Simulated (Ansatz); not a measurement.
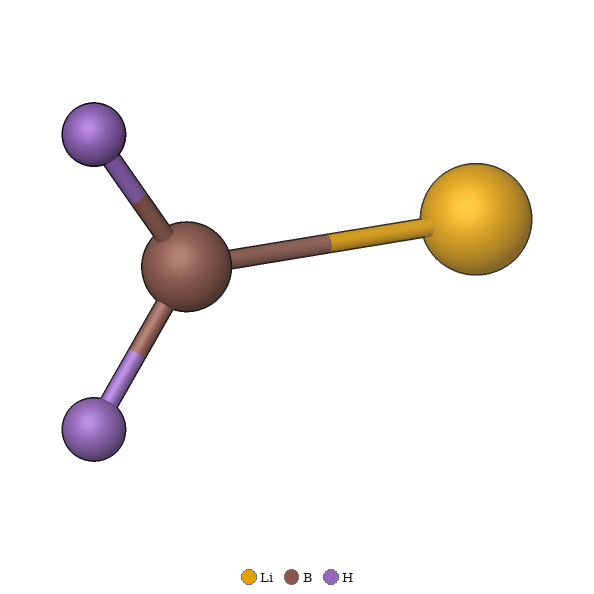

Ball-and-stick drawing of a structure. Every bond is drawn as one stick, whatever its order.

The geometry was computed by an optimisation with PBE0-D4/def2-TZVP. No frequency run is at hand to confirm it as a minimum.

**Count the atoms of each element.**

BH₂Li, 4 atoms: 1 boron, 2 hydrogen and 1 lithium.

**How many sets of symmetry-equivalent atoms are there?**

3: 1 Li, 1 B, 2 H.

**What is the point group of this geometry?**

C2v.

The parts below concern this one geometry. Atoms keep their numbers from picture to picture.

Geometry

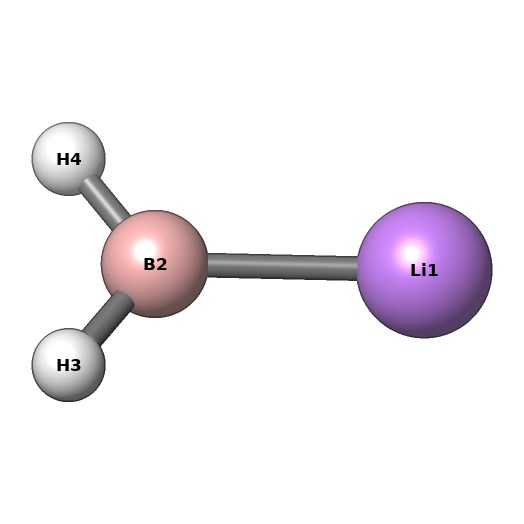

The atoms are numbered. No frequency run is at hand to confirm it as a minimum.

Estimate the angles Li1–B2–H3, H3–B2–H4.

```
    angle  degrees
Li1–B2–H3    125.2
 H3–B2–H4    109.6
```

Electronic properties

No frequency run is at hand to confirm it as a minimum. Level of theory: RKS PBE0-D4/def2-TZVPP (Ansatz 0.2.0).

**Give the HOMO energy (Kohn–Sham orbital) at this level.**

−4.85 eV.

**Give the HOMO–LUMO gap at this level.**

3.75 eV.

Dipole moment

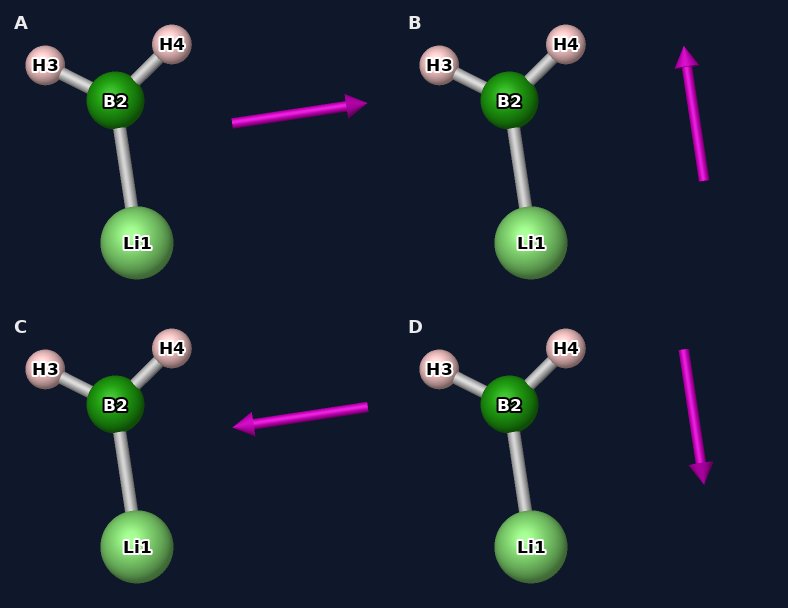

The same molecule four times, each with an arrow. No frequency run is at hand to confirm it as a minimum. Method: RKS PBE0-D4/def2-TZVP (Ansatz 0.2.0).

**Which arrow points along the dipole moment, from the negative to the positive end?**

D. The dipole moment is 5.46 D; it points from the side of H3, H4 to the side of Li1 (the outermost atoms at the two ends).

Charges

The questions are on Mulliken charges. No frequency run is at hand to confirm it as a minimum. Method: RKS PBE0-D4/def2-TZVP (Ansatz 0.2.0).

Give the Mulliken charges atom by atom.

| atom | value (e) |
| --- | --- |
| Li1 | 0.52 |
| B2 | −0.52 |
| H3 | 0.00 |
| H4 | 0.00 |

Mulliken values depend strongly on the basis set and can even reverse the polarity of a bond.
